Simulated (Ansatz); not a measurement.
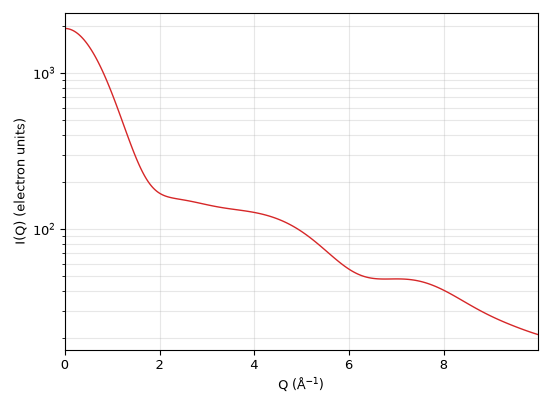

Elastic X-ray scattering of a randomly oriented, rigid molecule, calculated with the Debye equation from neutral-atom form factors (independent atoms, no Compton part, no vibration). The geometry is the end point of an optimisation (RKS PBE-D4/6-31G (Ansatz)); it may be a saddle point or a higher isomer. It contains Li, Si, C, F, H.

**How many electrons does the independent-atom model of the molecule hold?**

I(0) is the square of the electron number: I(0) = 1940, so about 44 electrons, the count of CH3F2LiSi.

**What radius of gyration does the initial fall-off give?**

From I(Q) ≈ I(0) exp(−Q²R²/3) at small Q, R ≈ 1.76 Å. It is larger than the electron-weighted radius of the nuclear positions alone (1.58 Å), because each atom's electron cloud adds to it.
